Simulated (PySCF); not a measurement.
Breaking a bond: SMILES C#N (CHN). The C1–N3 bond (C1 also carries H; N3 carries nothing else) is varied alone, starting from the PBE0/def2-TZVP optimised geometry.

```
3

C      0.0000     0.0000     0.0000
H      0.0001    -0.0001    -1.0687
N      0.0000     0.0000     1.1456
```

- RCCSD = PySCF with CCSD on RHF/6-31G, 2 core orbitals frozen
- RCCSD(T) = CCSD(T) on RHF/6-31G, 2 core orbitals frozen (PySCF)
- UCCSD(T) = CCSD(T) on UHF/6-31G, 2 core orbitals frozen in PySCF

Energies are in kcal/mol, each relative to the lowest point of its own curve near equilibrium.

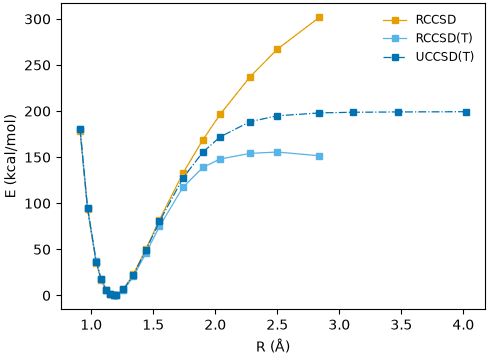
Figure: Energy against bond length for each method.

```json
[
 {"R / Å": "0.91", "RCCSD": "178.4", "RCCSD(T)": "180.8", "UCCSD(T)": "180.7"},
 {"R / Å": "0.97", "RCCSD": "93.4", "RCCSD(T)": "95.4", "UCCSD(T)": "95.3"},
 {"R / Å": "1.04", "RCCSD": "35.4", "RCCSD(T)": "36.9", "UCCSD(T)": "36.7"},
 {"R / Å": "1.08", "RCCSD": "16.6", "RCCSD(T)": "17.7", "UCCSD(T)": "17.6"},
 {"R / Å": "1.12", "RCCSD": "5.6", "RCCSD(T)": "6.3", "UCCSD(T)": "6.1"},
 {"R / Å": "1.15", "RCCSD": "1.4", "RCCSD(T)": "1.7", "UCCSD(T)": "1.6"},
 {"R / Å": "1.18", "RCCSD": "0.0", "RCCSD(T)": "0.0", "UCCSD(T)": "0.0"},
 {"R / Å": "1.20", "RCCSD": "0.4", "RCCSD(T)": "0.2", "UCCSD(T)": "0.4"},
 {"R / Å": "1.26", "RCCSD": "6.6", "RCCSD(T)": "5.5", "UCCSD(T)": "6.5"},
 {"R / Å": "1.34", "RCCSD": "23.0", "RCCSD(T)": "20.6", "UCCSD(T)": "22.5"},
 {"R / Å": "1.44", "RCCSD": "50.0", "RCCSD(T)": "45.6", "UCCSD(T)": "49.0"},
 {"R / Å": "1.55", "RCCSD": "82.0", "RCCSD(T)": "74.8", "UCCSD(T)": "80.2"},
 {"R / Å": "1.74", "RCCSD": "132.8", "RCCSD(T)": "117.5", "UCCSD(T)": "127.4"},
 {"R / Å": "1.90", "RCCSD": "168.9", "RCCSD(T)": "138.9", "UCCSD(T)": "155.4"},
 {"R / Å": "2.04", "RCCSD": "196.6", "RCCSD(T)": "148.0", "UCCSD(T)": "172.1"},
 {"R / Å": "2.28", "RCCSD": "237.1", "RCCSD(T)": "154.1", "UCCSD(T)": "188.5"},
 {"R / Å": "2.50", "RCCSD": "267.1", "RCCSD(T)": "155.6", "UCCSD(T)": "194.9"},
 {"R / Å": "2.84", "RCCSD": "301.8", "RCCSD(T)": "151.5", "UCCSD(T)": "198.0"},
 {"R / Å": "3.11", "RCCSD": "—", "RCCSD(T)": "—", "UCCSD(T)": "198.7"},
 {"R / Å": "3.47", "RCCSD": "—", "RCCSD(T)": "—", "UCCSD(T)": "199.1"},
 {"R / Å": "4.02", "RCCSD": "—", "RCCSD(T)": "—", "UCCSD(T)": "199.3"}
]
```

The RCCSD(T) curve passes through a maximum at 2.50 Å and then falls by 4.1 kcal/mol up to the last usable point.

A dash means that the run gave no value there, or that the column was ended at a point which the program doubted or which failed a test of continuity chosen for this set; such a test can also cut sound points.

The T1 diagnostic of CCSD on the restricted reference of RCCSD, RCCSD(T) exceeds 0.045 at 1.74 to 2.84, 4.02 Å. The unrestricted solution behind UCCSD(T) changes between 1.55 and 1.74 Å, which can leave a kink. The unrestricted determinant behind UCCSD(T) is spin-contaminated at 1.18 to 4.02 Å (<S²> up to 3.0, against 0.00 for a pure singlet).
